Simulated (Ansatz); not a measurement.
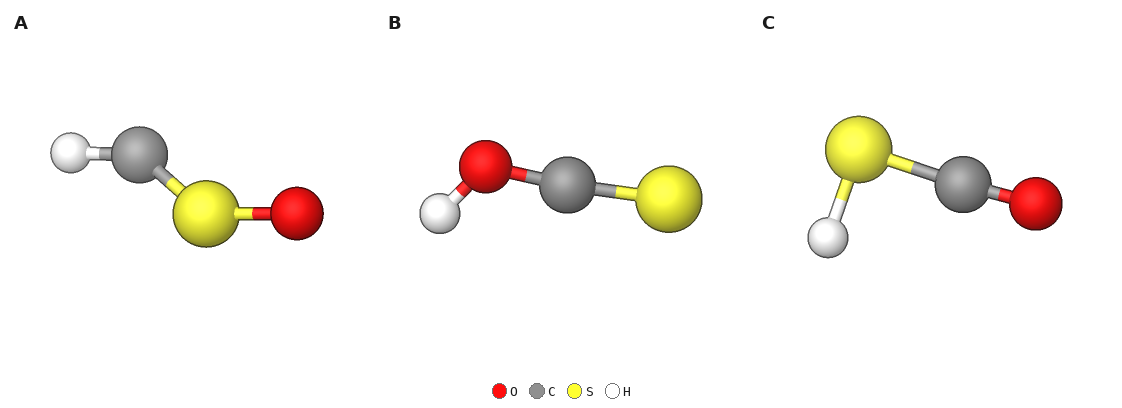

3 stationary structures of one formula. Charge +1, singlet. Geometries: PBE0-D4/def2-TZVP. Electronic energies: r2SCAN-D4/def2-TZVPP (Ansatz 0.2.0), without zero-point energy. No frequency run is at hand to confirm each as a minimum.

Which is lowest in energy, and by how much?

C is lowest; B lies 6.5 kJ/mol above it, A lies 427.3 kJ/mol above it (Cs).
